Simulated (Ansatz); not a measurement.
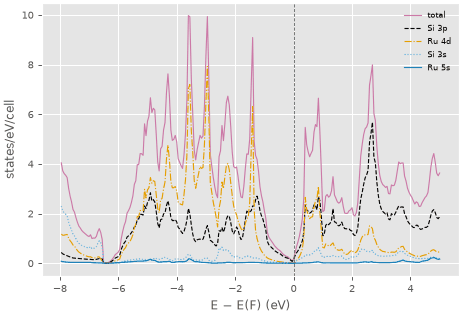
Total and projected density of states of Si2Ru in space group P4_2/mnm (No. 136; Ru on 2a, Si on 4f), DFT-PBEsol in the program Ansatz with PAW potentials

Problem. Which orbitals carry the states next to the Fermi level?

Solution. Within 0.5 eV of the Fermi level: Si 3p 52 %, Ru 4d 36 %, Si 3s 8 %. Projections are on Löwdin-orthogonalised atomic valence shells; empty p or d shells of many metals are not among them.

Problem. Where is the tallest occupied peak in this window, and what makes it?

Solution. Near -3.6 eV, about 10.0 states/eV per cell; the largest projected share is Ru 4d.

The start of the workflow was typed in or built on a structure type; neither database checked (COD, Materials Project) lists it. Its standing as an ambient phase is unchecked. Symmetry was held in the PBEsol relaxation; its stability against distortions is not shown here. No spin polarisation was allowed. The volume moved by 18 % from the start of the relaxation. Scalar-relativistic: spin–orbit coupling is off unless named, which matters more the heavier the elements.

Potentials: the earlier of the program's two PAW sets. The files were generated under PBE; for other functionals the program regenerates the frozen cores, and for LDA and PBEsol the local potential too.
